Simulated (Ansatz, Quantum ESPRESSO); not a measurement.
# bismuthene, 2 layers, AB stacking: the dipole at a withheld member of a series

How the rows were computed: Quantum ESPRESSO 7.5, PBE, GBRV ultrasoft. Cell and atoms are relaxed without a field with a D3(BJ) correction and then held. Sawtooth field with dipole correction, 17 Å of vacuum in the starting cell, Fermi-Dirac smearing of 0.002 Ry; bands along a path at each field. The series steps the field along the normal.

| field along the normal | dipole (e Å) |
| --- | --- |
| 0 V/Å | −0.000 |
| 0.05 V/Å | 0.041 |
| 0.1 V/Å | 0.083 |
| 0.2 V/Å | 0.165 |
| 0.3 V/Å | 0.248 |

One more run was made and is withheld. What is the dipole at 0.4 V/Å?

**Fit.** The rows at 0.2 V/Å and 0.3 V/Å give a slope of (0.248 − (0.165))/(0.3 − (0.2)) = 0.83, so a straight line gives 0.331 e Å. A parabola through these and the row at 0.1 V/Å gives 0.332 e Å.

**The withheld run.** 0.331 e Å. The line misses by 0.000 and the parabola by +0.001 e Å. Both misses are under 5 % of the step from the nearer row.

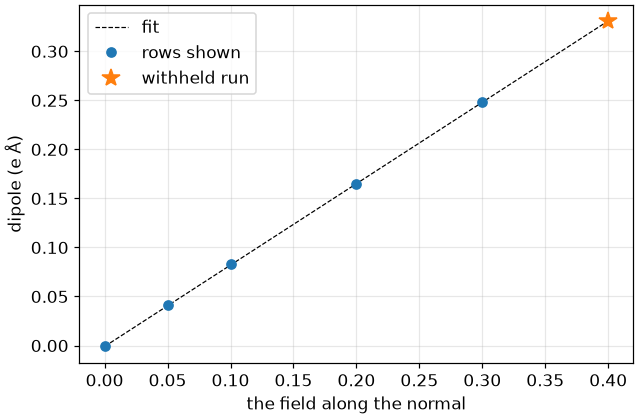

The rows shown, the fit and the withheld run.

Caveats: Ions are held; semilocal gaps are too small; in strong fields empty levels can belong to the vacuum; one stacking. Members without a usable value, or on the other side of zero field or charge, are not listed.
